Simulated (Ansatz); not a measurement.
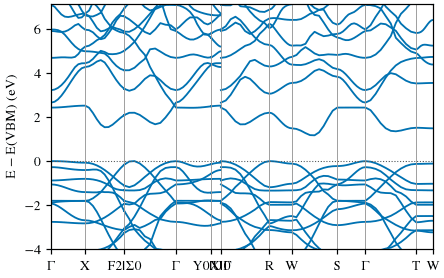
Figure: Band structure from r²SCAN (plane waves, PAW; program Ansatz)

The gap is 1.11 eV; an edge lies off the plotted path or next to a special point (maximum on the Σ0–Γ line, 17 % of the way from Σ0, minimum off the standard path).

The material is Rb2PdSe2 in space group Immm (No. 71; Rb on 4j, Pd on 2a, Se on 4h).

The first step of the workflow began from a Materials Project structure, measured or hypothetical; the Crystallography Open Database copy checked does not list it. Whether it is the stable phase at ambient conditions was not checked. The r²SCAN relaxation kept the symmetry of its start; its stability against distortions is not shown here. No spin polarisation was allowed. Scalar-relativistic: spin–orbit coupling is off unless named, which matters more the heavier the elements.

Potentials: the later of the program's two PAW sets.
